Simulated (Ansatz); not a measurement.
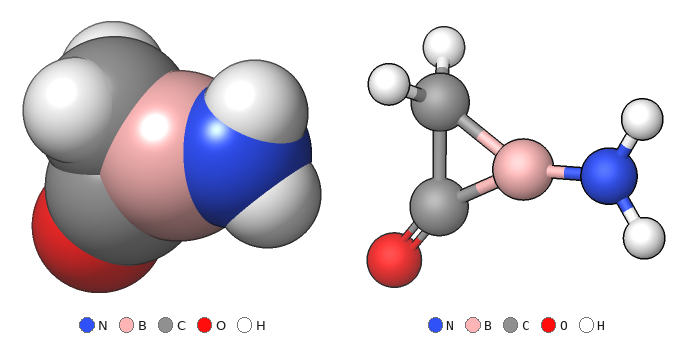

Two views of one molecule.

The geometry was computed by an optimisation with PBE0-D4/def2-TZVP.

Describe the molecule.

It has 9 atoms: 2 carbon, 4 hydrogen, 1 boron, 1 nitrogen and 1 oxygen (C2H4BNO). Its SMILES string is `NB1CC1=O`. Independent rings (smallest set): 1 of 3 members. Coordination, clear cases only: 1 N trigonal planar.

More results for the same structure follow; atom numbers are the same in all pictures, views and colours differ.

Shape

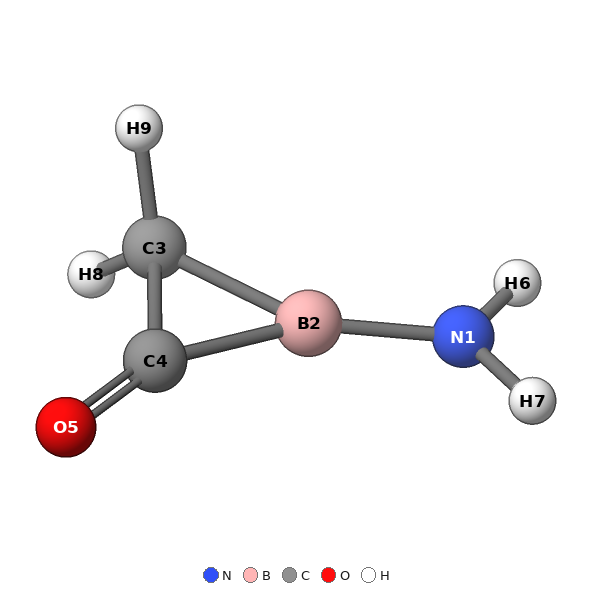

Atoms carry their numbers in the input.

Estimate the angles B2–N1–H6, B2–N1–H7, N1–B2–C3, N1–B2–C4, C3–B2–C4, B2–C3–C4, B2–C3–H8, B2–C3–H9, C4–C3–H8, C4–C3–H9, B2–C4–C3, B2–C4–O5, C3–C4–O5.

```csv
angle,degrees
B2–N1–H6,122.9
B2–N1–H7,122.9
N1–B2–C3,146.1
N1–B2–C4,155.4
C3–B2–C4,58.4
B2–C3–C4,59.9
B2–C3–H8,126.2
B2–C3–H9,114.8
C4–C3–H8,119.9
C4–C3–H9,113.5
B2–C4–C3,61.7
B2–C4–O5,158.2
C3–C4–O5,139.3
```

Vibrations

Harmonic vibrations computed with RKS PBE0-D4/def2-TZVP (Ansatz 0.2.0) at a stationary point of the same level.

How many vibrational modes are there, and where do they lie?

Answer. 21 modes: 82, 95, 246, 380, 498, 604, 688, 719, 719, 909, 922, 950, 1114, 1322, 1520, 1646, 1905, 3065, 3149, 3595, 3693 cm⁻¹.

Charges

The questions are on Mulliken charges. Method: RKS PBE0-D4/def2-TZVP (Ansatz 0.2.0).

Which atom carries the highest charge (most positive or least negative)?

Answer. H7 (0.26 e).

And the lowest?

Answer. N1 (−0.40 e).

Give the Mulliken charges atom by atom.

```tsv
atom	value (e)
N1	−0.40
B2	0.03
C3	−0.31
C4	0.14
O5	−0.26
H6	0.25
H7	0.26
H8	0.14
H9	0.14
```

Electronic properties

Method: RKS CAM-B3LYP-D4/def2-TZVPP (Ansatz 0.2.0).

What does the calculation give?

- HOMO energy (Kohn–Sham orbital): −7.53 eV
- LUMO energy (Kohn–Sham orbital): −0.70 eV
- HOMO–LUMO gap: 6.83 eV
- dispersion correction: −11.8 kJ/mol

Thermal motion

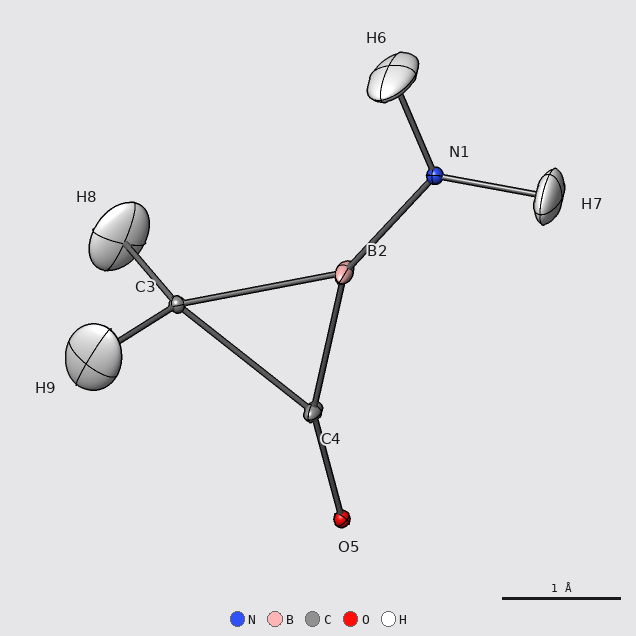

Displacement ellipsoids at the 50 % level, from the internal vibrations of the free molecule (harmonic, no overall translation or rotation; no half-axis is drawn under 0.075 Å). Vibrations computed with RKS PBE0-D4/def2-TZVP (Ansatz 0.2.0). Temperature: 0 K (zero-point motion alone).

List U_eq and the three principal root-mean-square amplitudes for each kind of atom.

```csv
atom,U_eq (Å²),rms amplitudes (Å)
N1,0.0013,"0.030, 0.036, 0.043"
B2,0.0046,"0.032, 0.047, 0.102"
C3,0.0016,"0.038, 0.041, 0.041"
C4,0.0029,"0.031, 0.039, 0.079"
O5,0.0014,"0.027, 0.037, 0.047"
H6,0.0276,"0.075, 0.136, 0.242"
H7,0.0215,"0.072, 0.141, 0.199"
H8,0.0272,"0.077, 0.164, 0.220"
H9,0.0317,"0.076, 0.165, 0.249"
```

Mulliken values depend strongly on the basis set and can even reverse the polarity of a bond.
